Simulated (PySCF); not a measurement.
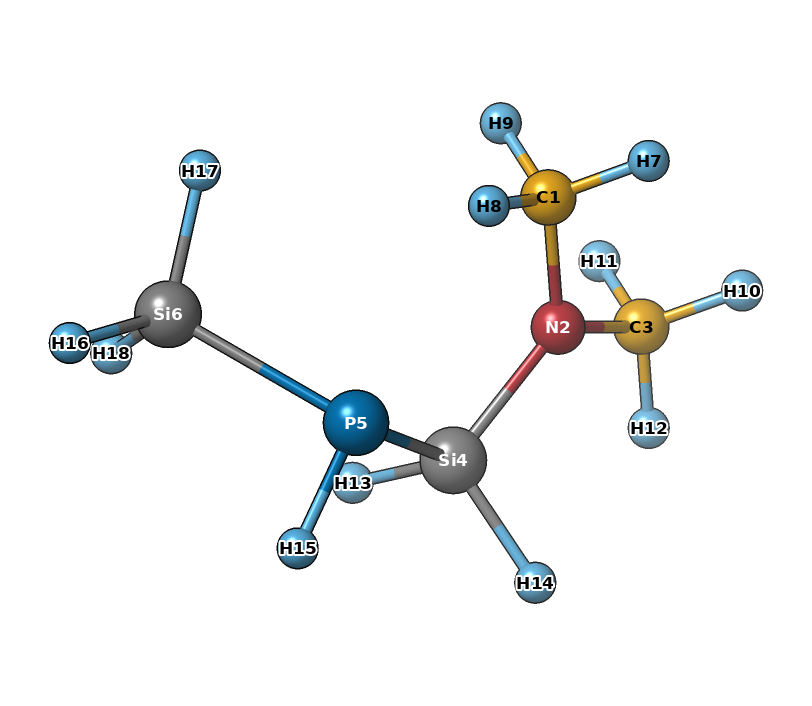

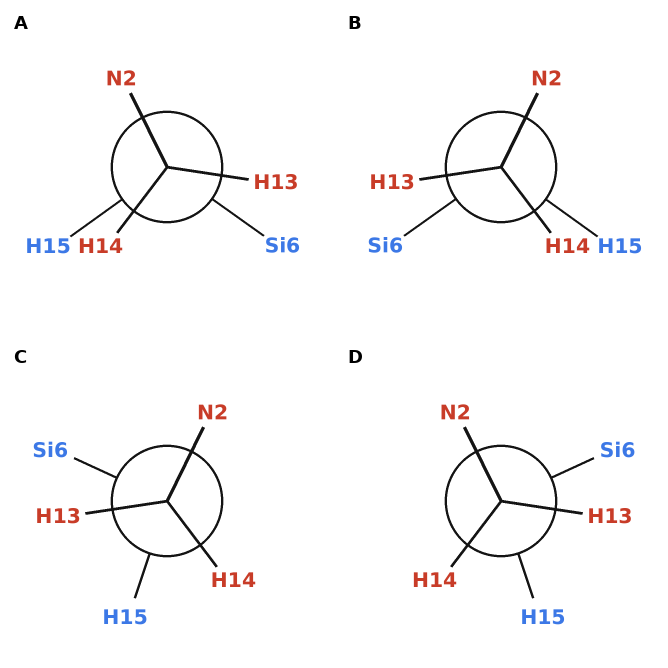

Distant atoms are faded towards the background colour. Bonds that would overlap in a projection are set slightly apart. Computed geometry: GFN2-xTB optimisation. No frequency run is at hand to confirm it as a minimum.

Question: Which Newman projection shows the view along Si4–P5, with Si4 in front?

Answer: D. The torsion angle N2–Si4–P5–Si6 is 92°, about perpendicular.
